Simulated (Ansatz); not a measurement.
# Screening in Na2CaMgP2O8 (P-3m1)

How strongly does Na2CaMgP2O8 (P-3m1) screen? Routes: perturbation theory, a sum over states and the RPA step of G0W0.

Method: linear response on LDA, plane waves, PAW, in Ansatz 0.2.0.

## (1) Starting point

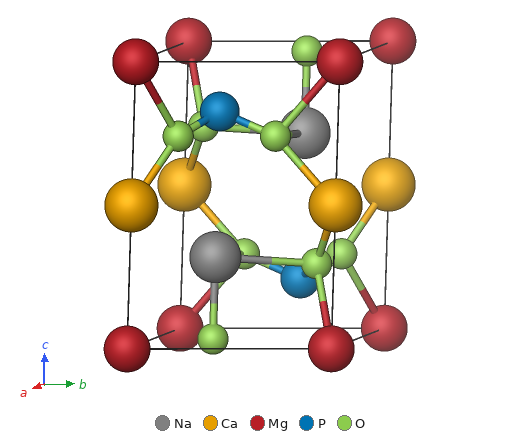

Start, viewed slightly off an axis; sodium grey, calcium orange, magnesium red, phosphorus blue, oxygen green. Bonds to atoms that aren't drawn are left out. Some periodic images of atoms are drawn too.

Geometry: measured cell, ions relaxed with LDA. The runs that relaxed it are not among those shown. The default PAW set here is soft_2. Its files were made with PBE.

## (2) Response to a homogeneous field

The response to a uniform field gives ε∞, a yardstick for the screening that GW builds on its mesh.

This step: dielectric response by perturbation theory, LDA, plane waves, PAW.

Input file input.yaml:

```yaml
crystal:
  lattice:
    - [5.309, 0.0, 0.0]
    - [-2.6545, 4.5977288687, 0.0]
    - [0.0, 0.0, 7.237]
  atoms:
    - { symbol: Na, position: [0.3333333333, 0.6666666667, 0.7042996018] }
    - { symbol: Na, position: [0.6666666667, 0.3333333333, 0.2957003982] }
    - { symbol: Ca, position: [0.0, 0.0, 0.5] }
    - { symbol: Mg, position: [0.0, 0.0, 0.0] }
    - { symbol: P, position: [0.3333333333, 0.6666666667, 0.1970762484] }
    - { symbol: P, position: [0.6666666667, 0.3333333333, 0.8029237516] }
    - { symbol: O, position: [0.3333333333, 0.6666666667, -0.0106699007] }
    - { symbol: O, position: [0.6666666667, 0.3333333333, 1.0106699007] }
    - { symbol: O, position: [0.174395379, 0.825604621, 0.271664958] }
    - { symbol: O, position: [0.174395379, 0.3487907579, 0.271664958] }
    - { symbol: O, position: [0.6512092421, 0.825604621, 0.271664958] }
    - { symbol: O, position: [0.825604621, 0.174395379, 0.728335042] }
    - { symbol: O, position: [0.3487907579, 0.174395379, 0.728335042] }
    - { symbol: O, position: [0.825604621, 0.6512092421, 0.728335042] }
kpoints:
  mp_grid: { grid: [6, 6, 4] }
hamiltonian:
  xc: lda
scf:
  occupations: { method: fixed }
dielectric: {}
```

Command:

```console
ansatz run input.yaml --threads 3 --pin off --max-ram 92160MiB --backend cuda --events-out ev --progress --plain --runs-dir out --devices 1 --max-vram 13GiB  # rebuilt from the run's record
```

Numbers of over 12 decimals in the logs are rounded to 6 here.

Log:

```text
GPUs: using 1 of 1 available (devices: 1).
Engine: ansatz 0.2.0, x86_64-unknown-linux-gnu
Pseudopotentials: kind: paw
Pseudopotential: Na, paw, valence charge 9, recommended cutoff 420 eV (normal), Na.paw.azcp
Pseudopotential: Ca, paw, valence charge 10, recommended cutoff 420 eV (normal), Ca.paw.azcp
Pseudopotential: Mg, paw, valence charge 10, recommended cutoff 420 eV (normal), Mg.paw.azcp
Pseudopotential: P, paw, valence charge 5, recommended cutoff 420 eV (normal), P.paw.azcp
Pseudopotential: O, paw, valence charge 6, recommended cutoff 420 eV (normal), O.paw.azcp
Functional definition: SPW92
  exchange = slater_x
  correlation = pw_c
device memory: the entry about to start is reckoned to put 3.6 GiB on a device that reports 33.4 GiB free (of which the cap on the GPU budget leaves the run 13.0 GiB)
GPU FFT provider: cuFFT
GPU libraries: cuBLAS 13.8.2, cuFFT 12.4.0, cuSOLVER 12.3.4
Crystal: 14 atoms, lattice volume = 176.650 Å³
Basis set: ecut = 420 eV, 3439 PW (Γ), exchange–correlation on 72×72×100 points (8 copies of the dense FFT grid, shifted against one another)
Bands: 62, of which v1, the nominal top of the filled ones, is band 48 counted from 1 (47 counted from 0)
Symmetry: 12 space group operations
k-points: 47 of 144 (irreducible under 2 space group operations, time reversal used)
Non-local potential: Na, projectors of the file, l = 0: 3, l = 1: 2, l = 2: 1
Non-local potential: Ca, projectors of the file, l = 0: 3, l = 1: 2, l = 2: 2
Non-local potential: Mg, projectors of the file, l = 0: 3, l = 1: 2, l = 2: 1
Non-local potential: P, projectors of the file, l = 0: 2, l = 1: 2, l = 2: 2
Non-local potential: O, projectors of the file, l = 0: 2, l = 1: 2, l = 2: 1
PAW form: soft (Blöchl's): semilocal exchange-correlation on the pseudo side does not see the compensation charge
PAW frozen core: Na, regenerated for the run's functional, and the local potential with it (the file was generated under x = pbe(κ = 0.804, μ = 0.219515), c = pbe(β = 0.066725))
PAW frozen core: Ca, regenerated for the run's functional, and the local potential with it (the file was generated under x = pbe(κ = 0.804, μ = 0.219515), c = pbe(β = 0.066725))
PAW frozen core: Mg, regenerated for the run's functional, and the local potential with it (the file was generated under x = pbe(κ = 0.804, μ = 0.219515), c = pbe(β = 0.066725))
PAW frozen core: P, regenerated for the run's functional, and the local potential with it (the file was generated under x = pbe(κ = 0.804, μ = 0.219515), c = pbe(β = 0.066725))
PAW frozen core: O, regenerated for the run's functional, and the local potential with it (the file was generated under x = pbe(κ = 0.804, μ = 0.219515), c = pbe(β = 0.066725))
PAW one-centre angular grid: Na, 110 points (default); XC on 64 Gauss nodes
PAW one-centre angular grid: Ca, 110 points (default); XC on 64 Gauss nodes
PAW one-centre angular grid: Mg, 110 points (default); XC on 64 Gauss nodes
PAW one-centre angular grid: P, 110 points (default); XC on 64 Gauss nodes
PAW one-centre angular grid: O, 110 points (default); XC on 64 Gauss nodes
Initial density: superposition of atomic densities (neutral atoms: chi_scale 0, normalization atom), corrected by the library's trained network
Initial wavefunctions: pseudopotential atomic-orbital guess
GPU buffer pool allocated for 64800 grid points (all kernels)
GPU transforms: local potential and band sums: pruned to the plane-wave sphere, on 36×36×50
Functional: x = slater, c = lda
SCF iter   1: F=—  HF=-12515.358471 eV  |F-HF|=—  |Δ(HF+E_count)|=         —  Δρ=1.40e-2  dr2=3.00e-1  ethr=1.77e-3  ⟨swp⟩=5.4  Hψ=11519  notcnv=0  defer=554
preconditioner: auto → Resta (q_TF=auto, 2.465 Å⁻¹)  ε∞=3.1  [insulator: Δε(μ)=2.824 eV  Ē_g=17.444 eV  n_scr=40 (ndim 8)  ℏωp=25.3 eV  f_vac=0.067  ε∞_Penn≈3.1]
SCF iter   2: F=—  HF=-12515.270130 eV  |F-HF|=—  |Δ(HF+E_count)|=   8.83e-2  Δρ=3.88e-3  dr2=1.36e-2  ethr=3.13e-4  ⟨swp⟩=2.6  Hψ=4657  notcnv=0  defer=563
SCF iter   3: F=—  HF=-12515.266066 eV  |F-HF|=—  |Δ(HF+E_count)|=   4.06e-3  Δρ=1.67e-3  dr2=4.07e-3  ethr=1.41e-5  ⟨swp⟩=2.9  Hψ=4341  notcnv=0  defer=561
SCF iter   4: F=—  HF=-12515.265013 eV  |F-HF|=—  |Δ(HF+E_count)|=   1.05e-3  Δρ=3.00e-4  dr2=1.15e-4  ethr=4.24e-6  ⟨swp⟩=2.2  Hψ=3672  notcnv=0  defer=561
SCF iter   5: F=—  HF=-12515.264824 eV  |F-HF|=—  |Δ(HF+E_count)|=   1.90e-4  Δρ=1.04e-4  dr2=1.42e-5  ethr=1.20e-7  ⟨swp⟩=2.0  Hψ=4656  notcnv=0  defer=541
SCF iter   6: F=—  HF=-12515.265078 eV  |F-HF|=—  |Δ(HF+E_count)|=   2.54e-4  Δρ=6.18e-5  dr2=5.42e-6  ethr=1.48e-8  ⟨swp⟩=2.1  Hψ=4174  notcnv=0  defer=543
SCF iter   7: F=—  HF=-12515.265077 eV  |F-HF|=—  |Δ(HF+E_count)|=   8.91e-7  Δρ=1.01e-5  dr2=1.96e-7  ethr=5.65e-9  ⟨swp⟩=2.0  Hψ=3758  notcnv=0  defer=543
SCF iter   8: F=—  HF=-12515.265077 eV  |F-HF|=—  |Δ(HF+E_count)|=   1.29e-8  Δρ=2.97e-6  dr2=1.74e-8  ethr=2.05e-10  ⟨swp⟩=2.0  Hψ=4647  notcnv=0  defer=543
SCF iter   9: F=—  HF=-12515.265077 eV  |F-HF|=—  |Δ(HF+E_count)|=   4.06e-9  Δρ=5.28e-7  dr2=6.36e-10  ethr=1.82e-11  ⟨swp⟩=2.5  Hψ=4471  notcnv=0  defer=539
SCF iter  10: F=-12515.265077 eV  HF=-12515.265077 eV  |F-HF|=3.64e-12  |Δ(HF+E_count)|=  2.40e-10  Δρ=1.03e-7  dr2=2.22e-11  ethr=1.00e-12  ⟨swp⟩=19.6  Hψ=19726  notcnv=0
SCF 1 converged in 10 iterations: F = -12515.265077 eV  dr2 = 2.22e-11
  greatest PAW one-centre occupation: 1.000 electrons in one spin orbital (limit 2), on the Mg atom at site 3 (counted from 0), in its partial waves of l = 0
the response reads at least the filled bands of the reference SCF and the lowest empty band at each k-point, and that SCF's band table does not vouch for those bands. The notice of the band table in this run's record says why
device memory: the entry about to start is reckoned to put 0.1 GiB (of the 0.3 GiB reckoned in all, the device holds 0.2 GiB already) on a device that reports 45.2 GiB free (of which the cap on the GPU budget leaves the run 12.9 GiB)
device memory: the entry about to start is reckoned to put 2.8 GiB (of the 2.9 GiB reckoned in all, the device holds 0.2 GiB already) on a device that reports 45.2 GiB free (of which the cap on the GPU budget leaves the run 12.8 GiB)
DFPT response loops at Γ: preconditioner auto → Resta (q_TF=auto, 2.465 Å⁻¹)  ε∞=4.5 (no band partly filled); β = 1.00, the filter's whole step (`scf.mixing.beta` (0.50) is not read by the response loops at its default; to damp them type it under 1.00, their step now; it binds the ground state too); Broyden in place of MSR1
SCF converged after 10 iterations
Free energy (F): -12515.265077 eV
Harris-Foulkes:  -12515.265077 eV  (|F-HF|=3.64e-12)
Internal energy: -12515.265077 eV  (E = F + TS)
E sigma→0 (E₀):  -12515.265077 eV
Fermi energy:    4.392531 eV
--- Per-component energies (eV) ---
  E_band       = -1038.423082
  E_kinetic    = 2165.157957
  E_local      = -7861.165026  (includes V_loc(G=0)·N_el)
  E_nonlocal   = 859.793025
  E_hartree    = 2737.819528
  E_xc         = -950.509660
  E_vxc        = -1184.715187  (∫ρ·V_xc dr)
  E_paw        = -3838.633888  (= ΣΔE_a)
  E_vpaw       = -493.153179  (= ΣTr[D̂ρ^β])
  E_aug_tail   = 0.020307  (compensation charges beyond the density's cutoff)
  E_ewald      = -5629.472820
  E_core_change = 1.725500  (= ΣΔE_core)
  E_smearing   = -0.000000  (= −TS)
  E_closure    = -0.000000  (closes the sum)
  Σ components = -12515.265077   (vs F -12515.265077, Δ=0.00e0)
--- Band table (eV; the first three rows and the last of 47) ---
  k-point 0: bands = [... 44 lower, 4.2920, 4.3519, 4.3538, 4.3538, 7.4214, 9.7488, 10.6869, 10.6869, ... 10 higher]
  k-point 1: bands = [... 44 lower, 4.2974, 4.3326, 4.3326, 4.3463, 7.7741, 9.3967, 10.6097, 10.6097, ... 10 higher]
  k-point 2: bands = [... 44 lower, 4.3046, 4.3120, 4.3120, 4.3395, 8.4520, 8.7163, 10.5365, 10.5365, ... 10 higher]
  k-point 46: bands = [... 44 lower, 3.8672, 4.0729, 4.1119, 4.2664, 9.2020, 10.0473, 10.2159, 11.2424, ... 10 higher]
--- Dielectric response (ions clamped): 2 representative field directions + reference, on 47 of 144 k-points (Σ response iterations 20) ---
  k mesh reduced under 2 symmetry operations, with k and −k counted as one. Each operation leaves every solved perturbation unchanged. A smaller set is not considered because the run solves the response to a homogeneous field
  ε∞ (high-frequency dielectric tensor):
        2.780962    -0.000000     0.000000
       -0.000000     2.780962     0.000000
        0.000000     0.000000     2.867615
  Born effective charges Z* (e; rows j = field, columns β = displacement):
    site 0:
         1.12478   -0.00000    0.00000
        -0.00000    1.12478    0.00000
         0.00000    0.00000    1.09240
    site 1:
         1.12478   -0.00000    0.00000
        -0.00000    1.12478    0.00000
         0.00000    0.00000    1.09240
    site 2:
         2.27127   -0.00000    0.00000
        -0.00000    2.27127    0.00000
         0.00000    0.00000    3.15154
    site 3:
         2.57352   -0.00000    0.00000
        -0.00000    2.57352    0.00000
         0.00000    0.00000    2.36013
    site 4:
         3.46829   -0.00000    0.00000
        -0.00000    3.46829    0.00000
         0.00000    0.00000    3.03013
    site 5:
         3.46829   -0.00000    0.00000
        -0.00000    3.46829    0.00000
         0.00000    0.00000    3.03013
    site 6:
        -1.31514   -0.00000   -0.00000
        -0.00000   -1.31514   -0.00000
        -0.00000   -0.00000   -2.12682
    site 7:
        -1.31514   -0.00000   -0.00000
        -0.00000   -1.31514   -0.00000
        -0.00000   -0.00000   -2.12682
    site 8:
        -2.22658    0.56547    0.47734
         0.56547   -1.57364   -0.27560
         0.38649   -0.22314   -1.58385
    site 9:
        -1.24717    0.00000   -0.00000
         0.00000   -2.55305    0.55119
        -0.00000    0.44627   -1.58385
    site 10:
        -2.22658   -0.56547   -0.47734
        -0.56547   -1.57364   -0.27560
        -0.38649   -0.22314   -1.58385
    site 11:
        -2.22658    0.56547    0.47734
         0.56547   -1.57364   -0.27560
         0.38649   -0.22314   -1.58385
    site 12:
        -2.22658   -0.56547   -0.47734
        -0.56547   -1.57364   -0.27560
        -0.38649   -0.22314   -1.58385
    site 13:
        -1.24717    0.00000   -0.00000
         0.00000   -2.55305    0.55119
        -0.00000    0.44627   -1.58385
  Z* charge neutrality: 2.284e-5 e pre-enforcement
  k-mesh period / interband length: 28.9 Å / 1.24 Å = 23.28 at k = (0.0000, 0.0000, 0.0000), direct gap 3.068 eV — 14 or more, which is no proof of convergence
```

Run time: 41 s. Hardware: 1 × NVIDIA H100 80GB HBM3 (shared by 6 runs) with 3 threads of AMD EPYC 7R13 (Zen 3), shared host; peak memory 2.3 GiB.

In the SCF lines HF is the Harris–Foulkes energy and dr2 the Hartree energy of the density residual, in eV; the loop may stop once dr2 is under the threshold and the program's other checks hold. Hψ counts applications of the Hamiltonian.

One over ε∞ averages 0.36, above the quarter of exact exchange in PBE0, which should therefore fall short.

High-frequency dielectric tensor:

```
2.78 0.00 0.00
0.00 2.78 0.00
0.00 0.00 2.87
```

Born effective charge (e), principal values of the symmetric part by kind of site:

| atom | atoms with these values | low | middle | high | mean |
| --- | --- | --- | --- | --- | --- |
| Na1 | 2 | 1.09 | 1.12 | 1.12 | 1.11 |
| Ca3 | 1 | 2.27 | 2.27 | 3.15 | 2.56 |
| Mg4 | 1 | 2.36 | 2.57 | 2.57 | 2.50 |
| P5 | 2 | 3.03 | 3.47 | 3.47 | 3.32 |
| O7 | 2 | -2.13 | -1.32 | -1.32 | -1.59 |
| O9 | 6 | -2.76 | -1.37 | -1.25 | -1.79 |

In full for O7:

```
-1.32  0.00  0.00
 0.00 -1.32  0.00
 0.00  0.00 -2.13
```

## (3) Independent-particle spectrum

The independent-particle spectrum shows where the oscillator strength lies, before excitons and local fields.

This step: independent-particle optics on LDA, plane waves, PAW.

input.yaml: that of step 2 with these lines changed.

```diff
@@ -26,2 +26,4 @@
   occupations: { method: fixed }
-dielectric: {}
+  n_extra_bands: 121
+output:
+  optics: { e_range: [0, 25], de: 0.1, sigma: 0.2 }
```

Log:

```text
[...]
GPUs: using 1 of 1 available (devices: 1).
[...]
GPU FFT provider: cuFFT
GPU libraries: cuBLAS 13.8.2, cuFFT 12.4.0, cuSOLVER 12.3.4
Crystal: 14 atoms, lattice volume = 176.650 Å³
Basis set: ecut = 420 eV, 3439 PW (Γ)
Bands: 169, of which v1, the nominal top of the filled ones, is band 48 counted from 1 (47 counted from 0)
Symmetry: 12 space group operations
[...]
k-points: 24 of 144
[...]
GPU buffer pool allocated for 64800 grid points (all kernels)
[...]
SCF iter   1: F=—  HF=-12515.359165 eV  |F-HF|=—  |Δ(HF+E_count)|=         —  Δρ=1.38e-2  dr2=2.95e-1  ethr=1.77e-3  ⟨swp⟩=5.0  Hψ=14944  notcnv=0  defer=2841
[...]
SCF iter  10: F=-12515.265073 eV  HF=-12515.265073 eV  |F-HF|=0.00e0  |Δ(HF+E_count)|=  5.82e-11  Δρ=5.30e-8  dr2=3.53e-12  ethr=1.00e-12  ⟨swp⟩=14.2  Hψ=40141  notcnv=0
SCF 1 converged in 10 iterations: F = -12515.265073 eV  dr2 = 3.53e-12
[...]
Optics k sum: 0 of 24 k-points
Optics k sum: 2 of 24 k-points
[...]
Optics k sum: 24 of 24 k-points
[...]
SCF converged after 10 iterations
Free energy (F): -12515.265073 eV
[...]
Internal energy: -12515.265073 eV  (E = F + TS)
E sigma→0 (E₀):  -12515.265073 eV
Fermi energy:    4.392531 eV
[...]
--- Band table (eV; the first three rows and the last of 24) ---
  k-point 0: bands = [... 44 lower, 4.2920, 4.3519, 4.3538, 4.3538, 7.4214, 9.7488, 10.6869, 10.6869, ... 117 higher]
  k-point 1: bands = [... 44 lower, 4.2974, 4.3326, 4.3326, 4.3463, 7.7741, 9.3967, 10.6097, 10.6097, ... 117 higher]
  k-point 2: bands = [... 44 lower, 4.3046, 4.3120, 4.3120, 4.3395, 8.4520, 8.7163, 10.5365, 10.5365, ... 117 higher]
  k-point 23: bands = [... 44 lower, 4.0214, 4.0286, 4.0286, 4.1004, 9.7086, 10.1246, 10.1246, 10.8679, ... 117 higher]
```

The job ended after 76 s (1 × NVIDIA H100 80GB HBM3 (shared by 6 runs) with 3 threads; peak memory 2.7 GiB; 2.4 min of CPU time).

Numbers from this step:

| Quantity | Value |
| --- | --- |
| ε∞ without local fields (xx, yy, zz) | 2.950, 2.950, 3.130 |
| electrons in the f-sum (xx, yy, zz) | 55.89, 55.89, 56.64 |
| bands in the explicit sum (the static value is completed to all bands) | 169 |

The sum gives ε∞ = 2.95 and 3.13 without local fields.

The ε₂ has structure finer than the step of the table below, so its rows give means over 1 eV, whole bins alone (the curve runs from 0 to 25 eV). Peaks (eV: height): xx=yy 8.7: 3.25, 10.5: 3.14, 13.7: 2.39, 15.1: 2.37; zz 7.5: 3.27, 9.0: 5.08, 10.7: 3.26, 13.2: 2.82.

Independent particles, no local fields, Gaussian width 0.2 eV. Table of ε₂ by photon energy; means over each step:

| photon energy (eV) | xx=yy | zz |
| --- | --- | --- |
| 2 | 0 | 0 |
| 3 | 0.0239 | 0.00252 |
| 4 | 0.150 | 0.0668 |
| 5 | 0.699 | 0.630 |
| 6 | 0.798 | 1.29 |
| 7 | 1.03 | 2.27 |
| 8 | 2.49 | 2.32 |
| 9 | 2.96 | 4.40 |
| 10 | 2.58 | 2.84 |
| 11 | 2.93 | 2.92 |
| 12 | 2.11 | 1.80 |
| 13 | 2.25 | 2.17 |
| 14 | 2.24 | 1.91 |
| 15 | 2.24 | 1.98 |
| 16 | 1.71 | 1.67 |
| 17 | 1.46 | 1.44 |
| 18 | 1.20 | 0.983 |
| 19 | 1.05 | 0.800 |
| 20 | 0.854 | 0.845 |
| 21 | 0.746 | 0.833 |
| 22 | 0.592 | 0.673 |
| 23 | 0.552 | 0.495 |
| 24 | 0.579 | 0.537 |

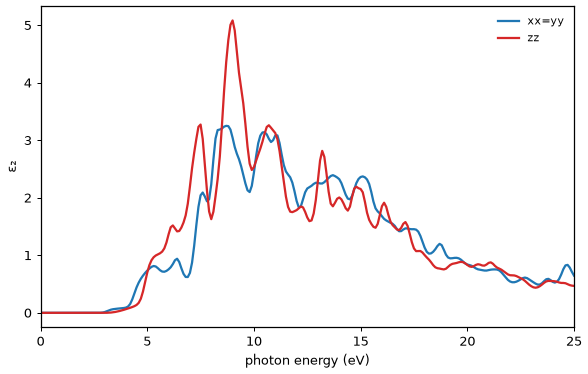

ε₂ against photon energy.

(Continued in part 2 of 2.)

[Paths, hosts, dates, memory and timing lines, banners, echoed tables and standing remarks are left out of the program output.]

[Logs are printed without paths, hosts, clocks, repeated set-up lines and the standing remarks that a program may print on its own settings, such as how far it seeks lower states.]

[Runs of the session that timed out or met a known fault of the program may be left out.]

[Cells called generated may have been cut or substituted from an entry of the Crystallography Open Database or the Materials Project.]

[Hosts, paths, dates, database ids (printed as entryN), source tags and the programs' standing remarks are cut or masked in the printed files.]
